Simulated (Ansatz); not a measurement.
# C3H9Cl3SiSn (SMILES C[Si](C)(C)[Sn]([Cl])([Cl])[Cl]): what the fields show

```xyz
17

C     0.5810   -1.3634   -1.3293
Si    0.1076   -0.3161    0.1390
C     1.5538    0.0881    1.2444
C    -1.3598   -0.9882    1.0727
Sn   -0.6709    1.9478   -0.8422
Cl   -1.3438    3.4879    0.7740
Cl    0.9714    3.0526   -2.0747
Cl   -2.4882    1.7687   -2.2921
H     1.3898   -0.9031   -1.9008
H     0.9234   -2.3454   -0.9878
H    -0.2684   -1.5153   -1.9987
H     1.2610    0.7670    2.0482
H     2.3655    0.5535    0.6812
H     1.9393   -0.8297    1.6993
H    -1.1025   -1.9529    1.5211
H    -2.2153   -1.1400    0.4110
H    -1.6628   -0.3121    1.8751
```

Geometry: PBE0-D4/def2-TZVP; core potentials replace the inner electrons of Sn.

These are results of RKS PBE0-D4/def2-TZVPP in Ansatz 0.2.0, not measurements.

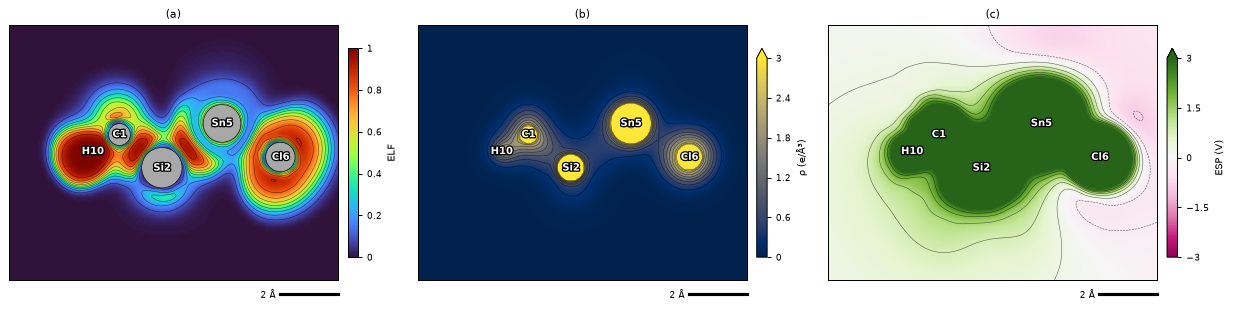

Figure 1. (a) electron localisation function; (b) electron density; (c) molecular electrostatic potential on the plane of atoms Si2, Sn5 and Cl6. Grey discs cover the atomic cores in the ELF map.

Q: What do the fields say about this system?

A:
- The section cuts through C, Si, Sn, Cl and H sites.
- C–Si (1.86 Å): ρ at the midpoint is about 0.97 e/Å³; the ELF peaks at about 0.95 between the atoms, as expected for localised, covalent bonding.
- Sn–Cl (2.33 Å): ρ is about 0.61 e/Å³ halfway; the ELF peaks at about 0.80 in the valence shell of Cl, 0.8 Å from its nucleus, and drops to about 0.15 between the two atoms.
- Si–Sn (2.59 Å): ρ is about 0.5 e/Å³ halfway; the ELF peaks at about 0.95 between the atoms, as expected for a shared electron pair.
- C–H (1.09 Å): the density is about 1.9 e/Å³ at the midpoint; the ELF climbs to about 1 towards the hydrogen, as it does in any bond to H; a covalent bond by its length.
- The ELF also peaks beside Cl6, away from the bonds: lone-pair regions.
- Outside the dense part of the molecule the potential is most negative (−0.8 V) near Cl6.

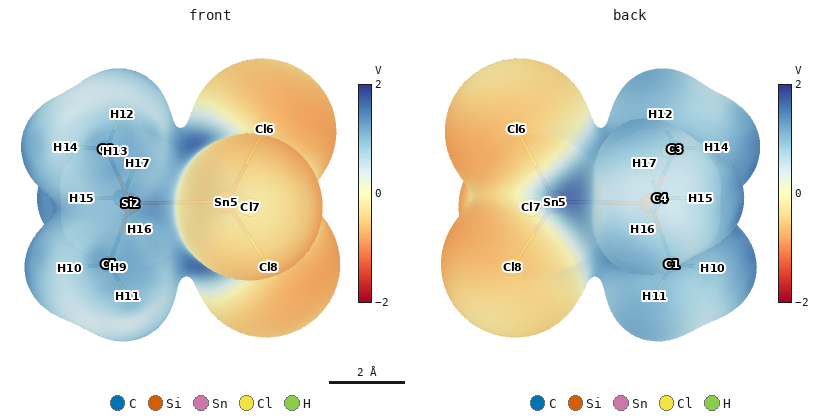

Figure 2. The electrostatic potential painted on the density surface at 0.002 e/bohr³, seen from the front and from behind; the colour scale runs from red (negative) to blue (positive).

Q: Describe the electrostatic potential map.

A: The most negative region (about −0.8 V) lies over Cl6, Cl7 and Cl8, the most positive (about +1.7 V) over Si2 and Sn5.

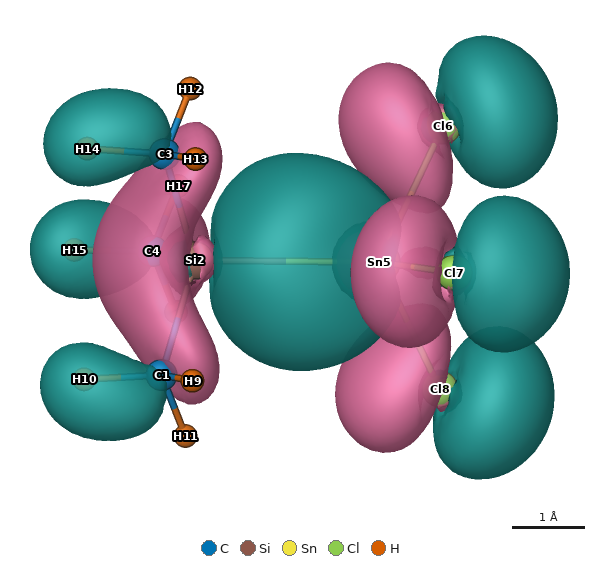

Figure 3. The HOMO at ±0.06 Å⁻³ᐟ² (teal and pink are the two phases), seen at a tilt.

Q: Where does this orbital lie, and at what energy?

A: By Hirshfeld shares it lies mainly on Sn5 (about 20 %), Si2 (about 20 %), Cl6 (about 15 %), Cl7 (about 15 %) and Cl8 (about 15 %). Its energy is −7.98 eV.
